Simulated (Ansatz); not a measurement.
A series of calculations on C$_{2}$H$_{9}$ClOSi

### Relaxation

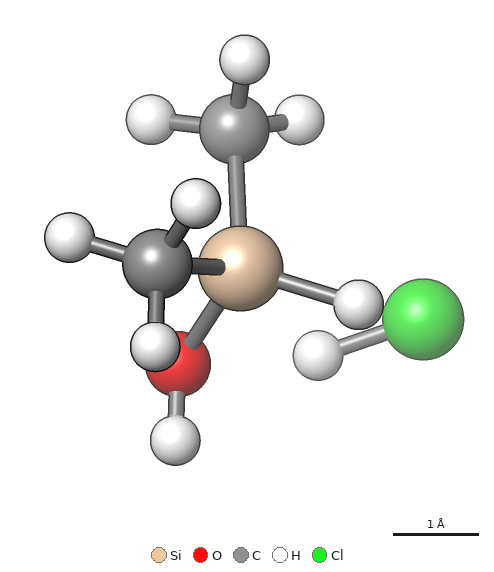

C$_{2}$H$_{9}$ClOSi, before the relaxation. The picture is a ball-and-stick view, seen from a free direction.

The run prepares an end point of a later path (reaction) calculation, from a guessed geometry.

The calculation used Ansatz, RKS r2SCAN-D4/6-31G*.

The input:
```yaml
crystal:
  periodic: [false, false, false]
  atoms:
    - { symbol: Si, position_ang: [-0.267965, 0.125786, 0.163829] }
    - { symbol: O, position_ang: [1.083368, 0.401294, 1.216894] }
    - { symbol: C, position_ang: [-1.361187, -1.217092, 0.887379] }
    - { symbol: C, position_ang: [0.486286, -0.422205, -1.452005] }
    - { symbol: H, position_ang: [-1.073842, 1.37352, 0.031855] }
    - { symbol: H, position_ang: [1.848621, 2.205413, 0.092765] }
    - { symbol: Cl, position_ang: [1.330292, 3.020036, -0.794196] }
    - { symbol: H, position_ang: [0.817049, 0.68492, 2.103752] }
    - { symbol: H, position_ang: [-2.219937, -1.406706, 0.229561] }
    - { symbol: H, position_ang: [-0.813614, -2.16087, 1.004418] }
    - { symbol: H, position_ang: [-1.761378, -0.940693, 1.871478] }
    - { symbol: H, position_ang: [-0.265777, -0.938764, -2.060762] }
    - { symbol: H, position_ang: [0.895477, 0.403868, -2.042739] }
    - { symbol: H, position_ang: [1.302509, -1.128406, -1.252029] }
basis:
  gaussian: { orbitals: "6-31G*" }
hamiltonian:
  xc: r2scan
  dispersion: d4
relax:
  f_tol: 0.03
  max_steps: 50
```

Launched with:
```bash
ansatz run input.yaml --threads 2 --pin off --max-ram 3072MiB --backend cpu --events-out ev --progress --plain --runs-dir out
```

Question: Where does the relaxation end?

Answer: After 14 accepted moves (15 points after the start) the energy has fallen by 0.264 eV. Largest force component: 0.75 eV/Å at the start, 0.016 eV/Å at the end. The line search rejected the trial step at point 6 of the run. The largest move after the best rigid fit is that of Cl7, 1.45 Å. By element the largest moves are Cl 1.45 Å, H 0.72 Å, O 0.63 Å, Si 0.27 Å, C 0.24 Å. Among the contacts that change: Si1–O2 1.735 → 1.700 Å, H6–Cl7 1.311 → 1.326 Å, Si1–C3 1.877 → 1.872 Å. Bond angles that change, for instance: Si1–O2–H8 112.8° → 116.4°.

Final geometry:

```xyz
14

Si   -0.5250    0.1410    0.0894
O     0.7075    0.8617    1.0120
C    -1.2014   -1.3578    0.9837
C     0.2959   -0.2994   -1.5230
H    -1.6205    1.1380   -0.1092
H     1.8478    1.8541    0.2215
Cl    2.6813    2.6439   -0.4414
H     0.4410    1.2475    1.8595
H    -1.9818   -1.8426    0.3820
H    -0.4096   -2.0964    1.1616
H    -1.6489   -1.1035    1.9526
H    -0.4221   -0.7490   -2.2207
H     0.7297    0.5846   -2.0057
H     1.1060   -1.0222   -1.3620
```

After the run, drawn alike:

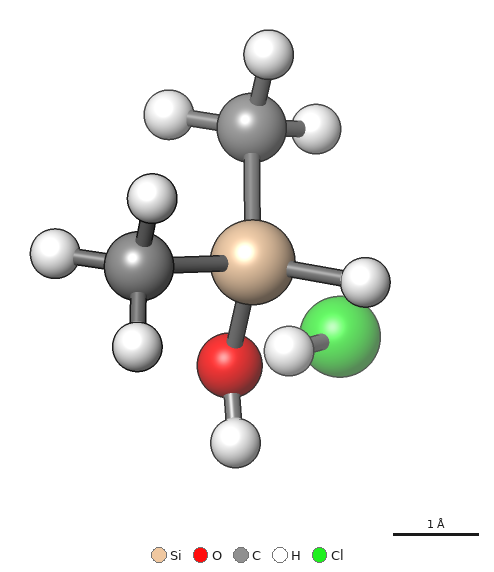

Limits of the set-up: the start holds two separate molecules, 2.3 Å apart at their closest, whose relative position is a soft coordinate.

### Relaxation

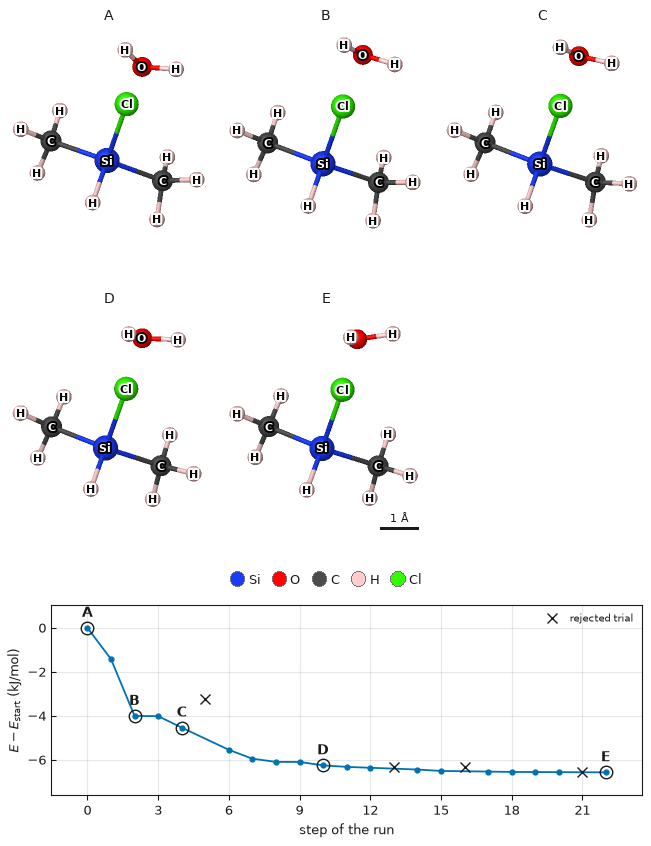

Frames of a relaxation of C2H9ClOSi, marked on the history of the run. A ball-and-stick model, seen face on.

The run prepares an end point of a later path (reaction) calculation, from a guessed geometry.

Method: RKS r2SCAN-D4/6-31G* (Ansatz). Settings: no spin polarisation; force threshold 0.03 eV/Å; at most 50 steps.

What happens along the run?

Answer. The atom that moves furthest after the best rigid fit is an H atom (0.72 Å). Largest moves by element: H 0.72 Å, O 0.32 Å, Si 0.17 Å, C 0.12 Å, Cl 0.08 Å. Some distances before and after: Cl–Si 2.123 → 2.107 Å, C–Si 1.872 → 1.867 Å. Among the angles between lasting bonds that change: C–Si–Cl 111.3° → 108.0°, C–Si–H 108.1° → 111.4°, C–Si–C 115.9° → 112.9°. Over 18 accepted moves (22 points after the start) the energy falls by 6.57 kJ/mol. Largest force component: 0.21 eV/Å at the start, 0.015 eV/Å at the end. The line search rejected the trial steps at points 5, 13, 16, 21 of the run. The forces were under the threshold at step 15, but the run went on from there. From step 0 to 2: the O atom moves most (0.36 Å), energy −4.00 kJ/mol. From step 2 to 4: an H atom moves most (0.07 Å), energy −0.53 kJ/mol. From step 4 to 10: an H atom moves most (0.29 Å), energy −1.72 kJ/mol. From step 10 to 22: an H atom moves most (0.27 Å), energy −0.32 kJ/mol.

| step | E − E(0), kJ/mol | largest force component, eV/Å | note |
| --- | --- | --- | --- |
| 0 | 0.00 | 0.2146 |  |
| 1 | -1.42 | 1.1026 |  |
| 2 | -4.00 | 0.2322 |  |
| 3 | -4.01 | 0.4262 |  |
| 4 | -4.53 | 0.6491 |  |
| 5 | -3.22 | 0.4954 | rejected |
| 6 | -5.54 | 0.2547 |  |
| 7 | -5.95 | 0.1391 |  |
| 8 | -6.09 | 0.0944 |  |
| 9 | -6.09 | 0.1561 |  |
| 10 | -6.25 | 0.1907 |  |
| 11 | -6.32 | 0.1508 |  |
| 12 | -6.36 | 0.1930 |  |
| 13 | -6.32 | 0.2715 | rejected |
| 14 | -6.44 | 0.0603 |  |
| 15 | -6.50 | 0.0127 |  |
| 16 | -6.32 | 0.3710 | rejected |
| 17 | -6.53 | 0.0911 |  |
| 18 | -6.55 | 0.0324 |  |
| 19 | -6.55 | 0.0137 |  |
| 20 | -6.56 | 0.0718 |  |
| 21 | -6.56 | 0.0509 | rejected |
| 22 | -6.57 | 0.0147 |  |

Limits of the set-up: the start holds two separate molecules, 2.5 Å apart at their closest, whose relative position is a soft coordinate.

### Path

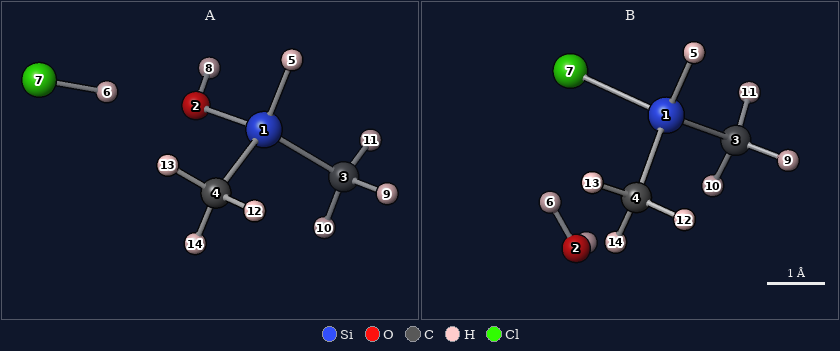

The two relaxed end points of a path for C$_{2}$H$_{9}$ClOSi. Style: ball-and-stick. Shown from a free direction.

All numbers below come from RKS r2SCAN-D4/6-31G* in Ansatz 0.2.0.

Settings: 5 movable images; climbing image; force threshold 0.05 eV/Å; iteration limit 60.

Start:
```xyz
14

Si   -0.5275    0.1379    0.0787
O     0.6834    0.8808    1.0121
C    -1.2071   -1.3544    0.9814
C     0.3240   -0.3172   -1.5137
H    -1.6273    1.1233   -0.1517
H     1.8291    1.8718    0.2278
Cl    2.6675    2.6595   -0.4316
H     0.3996    1.2756    1.8498
H    -1.9734   -1.8533    0.3732
H    -0.4127   -2.0841    1.1825
H    -1.6730   -1.0908    1.9392
H    -0.3785   -0.7817   -2.2173
H     0.7589    0.5639   -2.0008
H     1.1370   -1.0311   -1.3294
```

End:
```xyz
14

Si   -0.9121    0.4531   -0.5064
O     2.1825    0.1158    1.1718
C    -1.2371   -0.6672    0.9509
C     0.3625   -0.2365   -1.6811
H    -2.1744    0.8062   -1.2127
H     1.8674    1.0016    0.9289
Cl   -0.1947    2.2913    0.2337
H     2.1199    0.1161    2.1382
H    -1.6722   -1.6169    0.6125
H    -0.2868   -0.8848    1.4522
H    -1.9262   -0.2134    1.6720
H    -0.0105   -1.1614   -2.1413
H     0.5993    0.4699   -2.4849
H     1.2824   -0.4737   -1.1337
```

**What barrier does the band find between them, and by what path?**

The energy climbs by 0.98 eV to image 3 and then falls by 1.01 eV, so the end point sits at −0.03 eV. Breaking: H6–Cl7 (1.33 → 2.02 at the top → 2.53 Å), Si1–O2 (1.70 → 1.98 at the top → 3.54 Å). Forming: O2–H6 (1.71 → 1.00 at the top → 0.97 Å), Si1–Cl7 (4.10 → 2.47 at the top → 2.11 Å). The band converged in 15 iterations, with a climbing image at the top.

Energies of the converged images:

| image | path (Å) | E (eV) |
| --- | --- | --- |
| 0 | 0.00 | 0.000 |
| 1 | 1.12 | 0.021 |
| 2 | 2.25 | 0.284 |
| 3 | 3.37 | 0.985 |
| 4 | 4.64 | 0.471 |
| 5 | 5.90 | 0.018 |
| 6 | 7.17 | -0.026 |

The geometry at the top of the path:

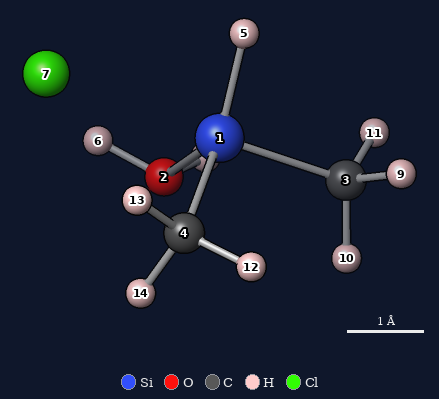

The run took 3.8 min on 2 threads of AMD EPYC 9R14 (Zen 4) (shared host), peak memory 0.2 GiB.
